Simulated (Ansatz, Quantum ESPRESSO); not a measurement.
# Li3HSe (Pm-3m): Raman and infrared activity, part 3 of 3

Wanted: vibrational spectra of Li3HSe (Pm-3m) from linear and non-linear response.

Quantum ESPRESSO 8.0 development, patched; DFT LDA, scalar-relativistic, plane waves, PseudoDojo norm-conserving pseudopotentials.

So far. Step 6 (Modes with the sum rule): The rule moves no optical mode by more than 0.1 cm⁻¹. Step 9 (The LO-TO splitting (1 0 0)): The field moves 3 modes; the highest of them now lies at 621 cm⁻¹, where the highest that moved away lay at 569.

**10. Cross-check with Ansatz**

A second program on the same cell, potentials, cutoff and meshes tests the implementation of the phonon response, not its convergence. Its field response is summed in its own way. Its k mesh is centred on Γ.

This step: DFT LDA, scalar-relativistic, plane waves, PseudoDojo norm-conserving pseudopotentials (Ansatz 0.2.0).

The input, input.yaml:

```yaml
crystal:
  lattice:
    - [4.680438766, 0.0, 0.0]
    - [0.0, 4.680438766, 0.0]
    - [0.0, 0.0, 4.680438766]
  atoms:
    - { symbol: H, position: [0.0, 0.0, 0.0] }
    - { symbol: Se, position: [0.5, 0.5, 0.5] }
    - { symbol: Li, position: [0.5, 0.5, 0.0] }
    - { symbol: Li, position: [0.5, 0.0, 0.5] }
    - { symbol: Li, position: [0.0, 0.5, 0.5] }
kpoints:
  mp_grid: { grid: [6, 6, 6] }
hamiltonian:
  xc: lda
  pseudopotentials: { kind: nc, accuracy: standard }
scf:
  occupations: { method: fixed }
output:
  eigenvalues: true
basis:
  ecutwfc: 1170.09
phonons:
  method: dfpt
  dielectric: true
  rigid_motions: translations
  raman: true
```

The run is started by

```console
ansatz run input.yaml --threads 4 --pin off --max-ram 16384MiB --backend cpu --events-out ev --progress --plain --runs-dir out
```

What it wrote:

```text
Engine: ansatz 0.2.0, x86_64-unknown-linux-gnu
Pseudopotentials: kind: nc
Pseudopotential: H, nc, valence charge 1, recommended cutoff 1006.821291 eV (normal), H.nc.azcp (PseudoDojo's, or run here from an input of PseudoDojo's; its table is named by hamiltonian.pseudopotentials.accuracy)
Pseudopotential: Se, nc, valence charge 16, recommended cutoff 1170.089609 eV (normal), Se.nc.azcp (PseudoDojo's, or run here from an input of PseudoDojo's; its table is named by hamiltonian.pseudopotentials.accuracy)
Pseudopotential: Li, nc, valence charge 3, recommended cutoff 1006.821291 eV (normal), Li.nc.azcp (PseudoDojo's, or run here from an input of PseudoDojo's; its table is named by hamiltonian.pseudopotentials.accuracy)
Functional definition: SPW92
  exchange = slater_x
  correlation = pw_c
Crystal: 5 atoms, lattice volume = 102.532 Å³
Basis set: ecut = 1170.09 eV, 9315 PW (Γ), exchange–correlation on 108×108×108 points (8 copies of the dense FFT grid, shifted against one another)
Bands: 18, of which v1, the nominal top of the filled ones, is band 13 counted from 1 (12 counted from 0)
Symmetry: 48 space group operations
k-points: 80 of 216 (irreducible under 2 space group operations, time reversal used)
Non-local potential: H, projectors of the file, l = 0: 2, l = 1: 1
Non-local potential: Se, projectors of the file, l = 0: 2, l = 1: 2, l = 2: 2
Non-local potential: Li, projectors of the file, l = 0: 2, l = 1: 2
Initial density: superposition of atomic densities (chi_scale 0.1, normalization cell), built separately for each of the 2 bonded fragments (scf.initial_density.interfragment_charge_transfer: auto; true builds it for the cell as a whole; a typed value also counts as a typed key of the start: scf.initial_density.chi_scale says what that changes, if anything)
Initial wavefunctions: pseudopotential atomic-orbital guess
Functional: x = slater, c = lda
SCF iter   1: F=—  HF=-3897.037026 eV  |F-HF|=—  |Δ(HF+E_count)|=         —  Δρ=3.94e-2  dr2=1.55e0  ethr=3.10e-3  ⟨swp⟩=5.0  Hψ=6645  notcnv=0  defer=202
preconditioner: auto → Resta (q_TF=auto, 2.171 Å⁻¹)  ε∞=3.3  [insulator: Δε(μ)=2.282 eV  Ē_g=6.784 eV  n_scr=18 (ndim 8)  ℏωp=10.4 eV  f_vac=0.000  ε∞_Penn≈3.3]
SCF iter   2: F=—  HF=-3896.610340 eV  |F-HF|=—  |Δ(HF+E_count)|=   4.27e-1  Δρ=1.68e-2  dr2=2.93e-1  ethr=3.10e-3  ⟨swp⟩=2.3  Hψ=2304  notcnv=0  defer=203
SCF iter   3: F=—  HF=-3896.539331 eV  |F-HF|=—  |Δ(HF+E_count)|=   7.10e-2  Δρ=4.42e-3  dr2=2.47e-2  ethr=1.13e-3  ⟨swp⟩=2.1  Hψ=1688  notcnv=0  defer=222
SCF iter   4: F=—  HF=-3896.542497 eV  |F-HF|=—  |Δ(HF+E_count)|=   3.17e-3  Δρ=9.06e-4  dr2=7.02e-4  ethr=9.48e-5  ⟨swp⟩=3.0  Hψ=2524  notcnv=0  defer=227
SCF iter   5: F=—  HF=-3896.542767 eV  |F-HF|=—  |Δ(HF+E_count)|=   2.70e-4  Δρ=2.68e-4  dr2=6.82e-5  ethr=2.70e-6  ⟨swp⟩=3.1  Hψ=2743  notcnv=0  defer=227
SCF iter   6: F=—  HF=-3896.542779 eV  |F-HF|=—  |Δ(HF+E_count)|=   1.22e-5  Δρ=5.86e-5  dr2=3.19e-6  ethr=2.62e-7  ⟨swp⟩=2.0  Hψ=1760  notcnv=0  defer=212
SCF iter   7: F=—  HF=-3896.542773 eV  |F-HF|=—  |Δ(HF+E_count)|=   5.82e-6  Δρ=9.47e-6  dr2=8.05e-8  ethr=1.23e-8  ⟨swp⟩=2.9  Hψ=2105  notcnv=0  defer=199
SCF iter   8: F=—  HF=-3896.542952 eV  |F-HF|=—  |Δ(HF+E_count)|=   1.79e-4  Δρ=1.26e-6  dr2=4.73e-10  ethr=3.10e-10  ⟨swp⟩=2.0  Hψ=1832  notcnv=0  defer=169
SCF iter   9: F=-3896.542952 eV  HF=-3896.542952 eV  |F-HF|=2.36e-11  |Δ(HF+E_count)|=  7.65e-10  Δρ=2.86e-7  dr2=4.10e-11  ethr=1.00e-12  ⟨swp⟩=16.1  Hψ=10770  notcnv=0
SCF 1 converged in 9 iterations: F = -3896.542952 eV  dr2 = 4.10e-11
DFPT response loops at Γ: preconditioner auto → none (the input reference at scf.mixing.eps_inf says where Resta's filter doesn't serve); β = 0.50; Broyden in place of MSR1
── the response to a field inside a basis, on 8×8×8 k-points: an SCF that follows is theirs, and a resumed run solves both again ──
Bands: 14, of which v1, the nominal top of the filled ones, is band 13 counted from 1 (12 counted from 0)
k-points: 20
Initial density: handed on by an earlier stage of this run
Initial wavefunctions: pseudopotential atomic-orbital guess (no wavefunctions were taken with the density)
Eigensolver: Dense (20 Hₖ)
SCF iter   1: F=—  HF=-3896.538046 eV  |F-HF|=—  |Δ(HF+E_count)|=         —  Δρ=8.17e-5  dr2=1.04e-6  ethr=1.00e-1
preconditioner: auto → Resta (q_TF=auto, 2.171 Å⁻¹)  ε∞=4.9  [insulator: Δε(μ)=1.901 eV  Ē_g=5.254 eV  n_scr=18 (ndim 8)  ℏωp=10.4 eV  f_vac=0.014  ε∞_Penn≈4.9]
SCF iter   2: F=—  HF=-3896.538046 eV  |F-HF|=—  |Δ(HF+E_count)|=   3.86e-8  Δρ=3.80e-5  dr2=2.03e-7  ethr=4.01e-9
SCF iter   3: F=—  HF=-3896.538046 eV  |F-HF|=—  |Δ(HF+E_count)|=   1.08e-7  Δρ=3.96e-6  dr2=3.90e-9  ethr=7.83e-10
SCF iter   4: F=—  HF=-3896.538046 eV  |F-HF|=—  |Δ(HF+E_count)|=   4.84e-9  Δρ=3.72e-7  dr2=1.15e-10  ethr=1.50e-11
SCF iter   5: F=-3896.538046 eV  HF=-3896.538046 eV  |F-HF|=2.27e-12  |Δ(HF+E_count)|=  9.60e-11  Δρ=7.37e-8  dr2=5.00e-12  ethr=1.00e-12
SCF 1 converged in 5 iterations: F = -3896.538046 eV  dr2 = 5.00e-12
DFPT response loops at Γ: mixed as the last ones told, above
DFPT response loops at Γ: mixed as the last ones told, above
WARN: field response: ε∞ stands inside a basis, on 8×8×8 points; the force constants stand on the 6×6×6 k-mesh, whose period is 13.69 times the interband length at k = (-0.5000, -0.5000, -0.5000), direct gap 1.910 eV, under 14: take them and everything formed from them as unconverged, and compare with a denser kpoints.mp_grid
SCF converged after 9 iterations
Free energy (F): -3896.542952 eV
Harris-Foulkes:  -3896.542952 eV  (|F-HF|=2.36e-11)
Internal energy: -3896.542952 eV  (E = F + TS)
E sigma→0 (E₀):  -3896.542952 eV
Fermi energy:    1.231057 eV
--- Per-component energies (eV) ---
  E_band       = -751.281495
  E_kinetic    = 2561.664145
  E_local      = -4147.031887  (includes V_loc(G=0)·N_el)
  E_nonlocal   = -1751.017117
  E_hartree    = 1614.272463
  E_xc         = -788.403107
  E_vxc        = -643.441870  (∫ρ·V_xc dr)
  E_ewald      = -1386.027450
  E_smearing   = -0.000000  (= −TS)
  E_closure    = 0.000000  (closes the sum)
  Σ components = -3896.542952   (vs F -3896.542952, Δ=0.00e0)
--- Band table (eV; the first three rows and the last of 80) ---
  k-point 0: bands = [... 9 lower, -1.6685, -1.6685, -1.6685, -0.1811, 5.7408, 6.3209, 6.3209, 7.3980, ... 1 higher]
  k-point 1: bands = [... 9 lower, -1.8470, -1.6285, -1.6285, 0.1744, 5.1395, 6.3079, 6.4012, 6.9104, ... 1 higher]
  k-point 2: bands = [... 9 lower, -2.0878, -1.5448, -1.5448, 0.8466, 4.1248, 6.0851, 6.0851, 6.6149, ... 1 higher]
  k-point 79: bands = [... 9 lower, -1.2948, -1.2948, -1.2948, 1.0669, 2.9765, 2.9765, 2.9765, 9.0061, ... 1 higher]
--- Phonons (Γ-DFPT): 4 representative perturbations + reference, on 80 of 216 k-points (Σ response iterations 15) ---
  k mesh reduced under 2 symmetry operations, with k and −k counted as one. Each operation leaves every solved perturbation unchanged. A smaller set is not considered because the run solves the response to a homogeneous field
  ASR residual: 1.052e-3 → 0.000e0 eV/Å²; symmetrization residual: 5.564e-6 eV/Å²
  ASR residual per site (eV/Å²): 2.25e-5 1.05e-3 5.96e-5 5.96e-5 5.96e-5
  Γ frequencies (cm⁻¹): -385.49 -385.49 -385.49 -141.98 -141.98 -141.98 0.00 0.00 0.00 223.95 223.95 223.95 569.07 569.07 569.07
  ε∞ (high-frequency dielectric tensor):
        4.244879     0.000000     0.000000
        0.000000     4.244879     0.000000
        0.000000     0.000000     4.244879
  softest optical mode at Γ: -385.49 cm⁻¹; the repairs (sum rule, projections) moved no ω² at Γ by more than (5.35 cm⁻¹)²
  Born effective charges Z* (e; rows j = field, columns β = displacement):
    site 0:
        -1.40744    0.00000    0.00000
        -0.00000   -1.40744    0.00000
         0.00000   -0.00000   -1.40744
    site 1:
        -1.77068   -0.00000    0.00000
        -0.00000   -1.77068    0.00000
         0.00000   -0.00000   -1.77068
    site 2:
         0.96388   -0.00000    0.00000
         0.00000    0.96388    0.00000
        -0.00000   -0.00000    1.25036
    site 3:
         0.96388    0.00000    0.00000
         0.00000    1.25036    0.00000
         0.00000   -0.00000    0.96388
    site 4:
         1.25036   -0.00000    0.00000
        -0.00000    0.96388    0.00000
         0.00000    0.00000    0.96388
  Z* charge neutrality: 9.319e-4 e pre-enforcement
  solved inside a basis spanned on kpoints, on 8×8×8 k-points transformed towards the longest dipole: ε∞ is read to err by 1.1e-2, Z* by 1.8e-2 e (field_mesh: kpoints solves on kpoints); Z* is corrected for what the basis lacks
  Raman tensors (in the event stream and the table raman_tensors.tsv): an entry may err by 3.8e-3 Å², one of the second-order susceptibility by 7.3e-19 pm/V (basis, points and sum rule); their sum over the sites missed zero by 2.693e-20 Å² ahead of its enforcement
  optical modes at Γ without the LO–TO term, one row a degenerate level:
      ω (cm⁻¹)  modes    IR ((D/Å)²/amu)  static Raman (Å⁴/amu)  depolarisation
       -385.49      3           144.7838                 0.0000               —
       -141.98      3             0.0000                 0.0000               —
        223.95      3             8.4190                 0.0000               —
        569.07      3            19.6826                 0.0000               —
  optical modes at Γ + LO–TO along q̂ = [1.0000, 0.0000, 0.0000]:
      ω (cm⁻¹)  modes    IR ((D/Å)²/amu)  static Raman (Å⁴/amu)  depolarisation
       -385.49      2            96.5225                 0.0000               —
       -141.98      3             0.0000                 0.0000               —
        111.69      1            10.6648                 0.0000               —
        223.95      2             5.6127                 0.0000               —
        330.55      1            24.9119                 0.0000               —
        569.07      2            13.1217                 0.0000               —
        621.34      1            22.0517                 0.0000               —
  optical modes at Γ + LO–TO along q̂ = [0.0000, 1.0000, 0.0000]:
      ω (cm⁻¹)  modes    IR ((D/Å)²/amu)  static Raman (Å⁴/amu)  depolarisation
       -385.49      2            96.5225                 0.0000               —
       -141.98      3             0.0000                 0.0000               —
        111.69      1            10.6648                 0.0000               —
        223.95      2             5.6127                 0.0000               —
        330.55      1            24.9119                 0.0000               —
        569.07      2            13.1217                 0.0000               —
        621.34      1            22.0517                 0.0000               —
  optical modes at Γ + LO–TO along q̂ = [0.0000, 0.0000, 1.0000]:
      ω (cm⁻¹)  modes    IR ((D/Å)²/amu)  static Raman (Å⁴/amu)  depolarisation
       -385.49      2            96.5225                 0.0000               —
       -141.98      3             0.0000                 0.0000               —
        111.69      1            10.6648                 0.0000               —
        223.95      2             5.6127                 0.0000               —
        330.55      1            24.9119                 0.0000               —
        569.07      2            13.1217                 0.0000               —
        621.34      1            22.0517                 0.0000               —
```

Run time: 2 min. Hardware: 4 threads of Intel Xeon 6975P-C (Granite Rapids), shared host; peak memory 2.4 GiB.

This step gave:

```
gap on the k-mesh                                : 1.745 eV
sum-rule residual before enforcement             : 0.001052 eV/Å²
miss of the charge sum rule                      : 9.32e-4 e
estimated error of the dielectric tensor         : 0.01064
estimated error of the Born charges              : 0.01786 e
mean high-frequency dielectric constant          : 4.245
largest Born charge in size (third of the trace) : 1.771 e
```

Transverse modes; imaginary modes left out. Lines of the infrared spectrum (strongest = 100):

```csv
position (cm⁻¹),label,"IR intensity ((D/Å)²/amu), degenerate modes summed, relative"
224,T1u,43
569,T1u,100
```

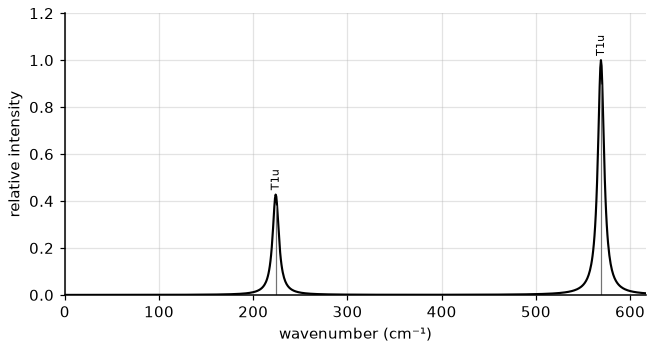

The infrared spectrum, broadened with Lorentzians of width 8 cm⁻¹; bars mark the lines.

The log warns that the force constants on this k mesh are to be taken as unconverged.

**11. Side by side: QE PseudoDojo and Ansatz, PseudoDojo**

Numbers from this step:

```yaml
root_mean_square_difference: 0.04 cm⁻¹
largest_difference: 0.05 cm⁻¹
```

The two runs side by side. Further quantities:

```csv
quantity,QE PseudoDojo,"Ansatz, PseudoDojo"
mean ε∞,4.253,4.245
"largest Born charge in size (e; the first before, the second after the charge sum rule)",1.77,1.771
summed IR intensity ((D/Å)²/amu),173.3,172.9
```

At the zone centre the largest difference (acoustic modes at Γ apart) is 0.009 % of the highest mode.

**12. Outcome**

```yaml
space_group_after_relaxation: Pm-3m
volume_per_atom: 20.5 Å³
gap_on_the_k_mesh: 1.75 eV
highest_optical_zone_centre_mode_no_lo_to_term: 569.1 cm⁻¹
lowest_optical_zone_centre_mode: -385.4 cm⁻¹
highest_mode_moved_by_the_lo_to_term: 621.3 cm⁻¹
mean_high_frequency_dielectric_constant: 4.25
largest_born_charge_in_size_third_of_the_trace: 1.77 e
imaginary_optical_modes_at_the_zone_centre_no_q_mesh_in_this_session: yes
largest_difference_from_ansatz_pseudodojo: 0.05 cm⁻¹
```

What this shows: No mode is Raman active in this structure; the strongest infrared line lies at 569 cm⁻¹. At the LDA level the optical modes of Li3HSe (Pm-3m) at the zone centre (no LO-TO term) run from 385i to 569 cm⁻¹, so the structure is a saddle point, with 6 modes beyond 10i cm⁻¹ there. Along the directions run, the highest mode that the macroscopic field moves lies at 621 cm⁻¹. Of the 12 optical modes, 9 are infrared active alone and 3 are silent. QE PseudoDojo and Ansatz, PseudoDojo agree to 0.05 cm⁻¹ (0.009 % of the highest mode compared) on all solved modes but the acoustic ones at Γ, without the LO-TO term. These are harmonic frequencies at zero temperature: anharmonic shifts and linewidths and thermal expansion are left out. Ansatz's log warns that force constants on this k mesh are to be taken as unconverged, an error that the frequencies of both programs share. The build is a development version in which the Raman tensors of release 7.5 are mended; dynmat.x leaves out the electro-optic term of LO lines. The structure is a hypothetical one, built on a prototype.

[Host names and launcher messages were left out of these logs when they were recorded.]

[Logs are printed without paths, hosts, clocks, repeated set-up lines and the standing remarks that a program may print on its own settings, such as how far it seeks lower states.]

[Hosts, paths, dates, database ids (printed as entryN), source tags and the programs' standing remarks are cut or masked in the printed files.]
